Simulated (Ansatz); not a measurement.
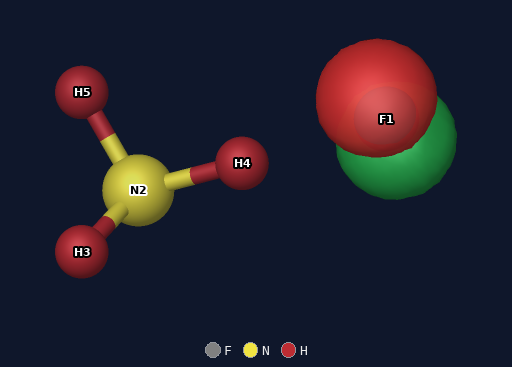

The picture shows: F···NH₃ (charge −1). The HOMO−1 at ±0.4 Å⁻³ᐟ² (green and red are the two phases), seen at a tilt.

Geometry: PBE0-D4/def2-TZVPD.

Theory: RKS PBE0-D4/def2-TZVPPD in Ansatz 0.2.0.

Input file:

```
crystal:
  periodic: [false, false, false]
  atoms:
    - {symbol: F, position_ang: [-0.005550, 0.437086, -1.952694]}
    - {symbol: N, position_ang: [-0.289528, -0.143361, 0.602247]}
    - {symbol: H, position_ang: [0.279882, -0.977185, 0.721093]}
    - {symbol: H, position_ang: [-0.218661, 0.092758, -0.442926]}
    - {symbol: H, position_ang: [0.233857, 0.590702, 1.072180]}
basis:
  gaussian: {orbitals: "def2-TZVPPD.json"}
total_charge: -1
hamiltonian: {xc: pbe0, dispersion: d4}
output: {orbitals: {seedname: orbitals}}
```

Command:

```sh
ansatz run in.yaml --threads 2 --pin off --events-out ev --progress --plain --max-ram 5222MiB
```

Describe this orbital and give its energy.

Answer. Its weight (Hirshfeld) is mainly on F1 (about 95 %); largely a lone pair of F1. Its energy is −1.43 eV.
